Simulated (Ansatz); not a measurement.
**ClH$_{5}$O$_{4}$W: density, localisation and related maps**

Input file:

```
crystal:
  periodic: [false, false, false]
  atoms:
    - { symbol: W, position_ang: [0.0, 0.0, 0.0] }
    - { symbol: H, position_ang: [0.0, 0.0, 1.72] }
    - { symbol: Cl, position_ang: [2.39, 0.0, 0.0] }
    - { symbol: O, position_ang: [0.0, 1.94, 0.0] }
    - { symbol: H, position_ang: [-0.6343, 2.2771, -0.71] }
    - { symbol: O, position_ang: [-1.94, 0.0, 0.0] }
    - { symbol: H, position_ang: [-2.2771, -0.1263, 0.9437] }
    - { symbol: O, position_ang: [0.0, -1.94, 0.0] }
    - { symbol: H, position_ang: [0.3816, -2.2771, 0.8723] }
    - { symbol: O, position_ang: [0.0, 0.0, -1.94] }
    - { symbol: H, position_ang: [0.5278, 0.7924, -2.2771] }
basis:
  gaussian: { orbitals: def2-SVP }
hamiltonian:
  xc: lda
relax:
  f_tol: 0.02
  max_steps: 40
output:
  orbitals: {}
```

Command:

```sh
ansatz run input.yaml --threads 4 --pin off --max-ram 5120MiB --backend cpu --events-out ev --progress --plain --runs-dir out
```

The fields are those of the run's last geometry, not of the input's.

Core potentials replace the inner electrons of W.

Computed with RKS LDA/def2-SVP in Ansatz 0.2.0.

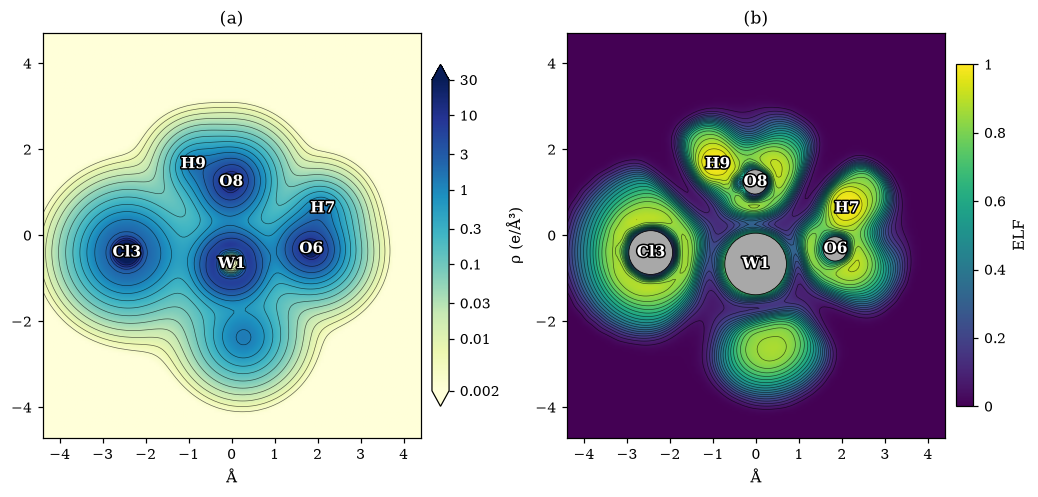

Figure 1. (a) electron density; (b) electron localisation function on the plane of atoms O6, W1 and O8. Grey discs cover the atomic cores in the ELF map.

**What does the map show?**

The section cuts through W, Cl, O and H sites. W–O (1.88 Å): ρ at the midpoint is about 1.2 e/Å³; the ELF peaks at about 0.85 in the valence shell of O, 0.6 Å from its nucleus, and drops to about 0.30 between the two atoms. W–Cl (2.46 Å): the density is about 0.5 e/Å³ at the midpoint; the ELF peaks at about 0.85 in the valence shell of Cl, 0.9 Å from its nucleus, and is about 0.40 at the midpoint. O–H (0.98 Å): ρ is about 3.5 e/Å³ halfway; the ELF climbs to about 1 towards the hydrogen, as it does in any bond to H: an ordinary covalent bond to hydrogen. W–O (1.91 Å): the density is about 1.1 e/Å³ at the midpoint; the ELF peaks at about 0.85 in the valence shell of O, 0.6 Å from its nucleus, and drops to about 0.30 between the two atoms.

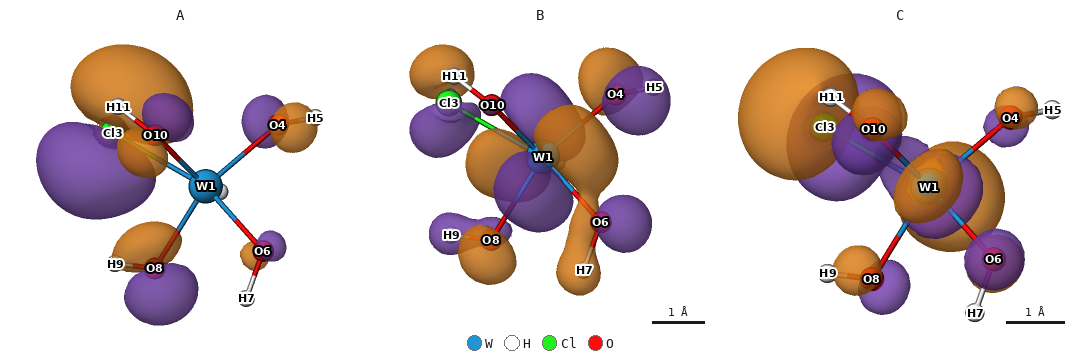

Figure 2. Three frontier orbitals at ±0.1 Å⁻³ᐟ² (orange and purple are the two phases), in no order.

**Which picture is the HOMO−1, the HOMO and the LUMO?**

A is the HOMO−1 (−7.07 eV). By Hirshfeld shares it lies mainly on Cl3 (about 75 %) and O8 (about 10 %); largely a lone pair of Cl3. C is the HOMO (−6.49 eV). It lies mainly on Cl3 (about 55 %), W1 (about 15 %), H2 (about 10 %) and O10 (about 5 %). B is the LUMO (−3.73 eV). It lies mainly on W1 (about 60 %), O4 (about 15 %), Cl3 (about 10 %) and O6 (about 5 %).

**What is the HOMO–LUMO gap?**

2.76 eV between the orbital energies.
